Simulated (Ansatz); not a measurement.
# r2SCAN work function of a third face of Ta from its PBE value

PBE and r2SCAN are run on the same slabs. If the two track each other from face to face, two faces calibrate the third.

**Method.** Ansatz 0.2.0, plane waves with PAW datasets (its set soft_2) at their recommended cutoffs; symmetric slabs of 7 layers (11 for bcc (111)) cut at the tabulated experimental lattice constant, atoms at bulk places, 18 Å of vacuum, k-spacing 0.16 Å⁻¹ (2π included), Fermi-Dirac smearing of 0.1 eV, SCF threshold 1e-9 eV. The work function is the vacuum level less the Fermi level.

| run | PBE (eV) | r2SCAN (eV) |
| --- | --- | --- |
| Ta(111) | 3.500 | 3.457 |
| Ta(100) | 3.999 | ? |
| Ta(110) | 4.789 | 4.892 |

**Question.** What value belongs in the row marked “?”, and how far can the other rows tell?

Two rows fix a line: slope = (4.892 − 3.457) / (4.789 − 3.500) = 1.1133, intercept −0.4396. At 3.999 it gives 1.1133 × 3.999 + (−0.4396) = 4.012 eV. Rounding of the rows alone allows about ±0.001 eV there; two rows can't show whether the line holds.

The run itself gives 4.031 eV: a miss of +0.019 eV. The plain offset, r2SCAN less PBE, runs from −0.043 to +0.103 eV over the three faces.

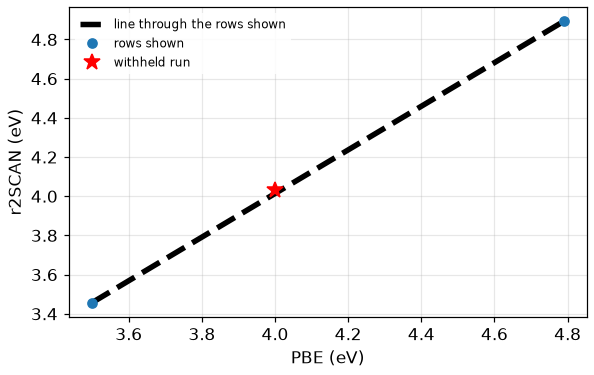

The fit and the withheld run.

**Limits.** Unrelaxed, unreconstructed faces at one geometry; neither value is a test against experiment.
